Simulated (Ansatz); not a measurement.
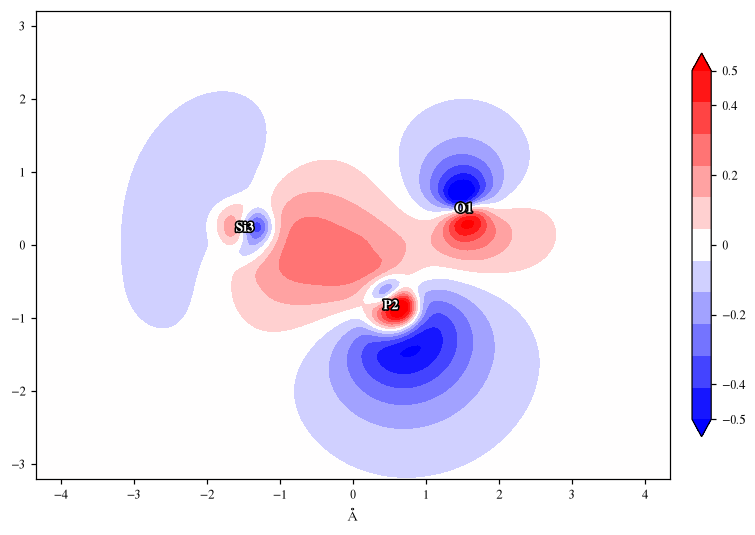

Figure 1: H5OPSi (SMILES OP[SiH3]). One frontier orbital on the plane of atoms O1, P2 and Si3 (values in Å⁻³ᐟ²; the overall sign is arbitrary).

Geometry: PBE0-D4/def2-TZVP.

These are results of RKS PBE0-D4/def2-TZVPP in Ansatz, not measurements.

| atom | x (Å) | y (Å) | z (Å) |
| --- | --- | --- | --- |
| O | -1.1256 | 0.2750 | -1.4853 |
| P | -0.4528 | 1.0990 | -0.2030 |
| Si | 0.5561 | -0.6327 | 0.8419 |
| H | -1.9808 | 0.6593 | -1.6924 |
| H | 0.7644 | 1.5290 | -0.8106 |
| H | 1.5034 | -0.0386 | 1.8243 |
| H | 1.2941 | -1.5176 | -0.0973 |
| H | -0.4668 | -1.4306 | 1.5665 |

**Which orbital is it: HOMO or LUMO?**

The HOMO, at −7.05 eV. It lies mainly on P2 (about 65 %), Si3 (about 15 %) and O1 (about 10 %).
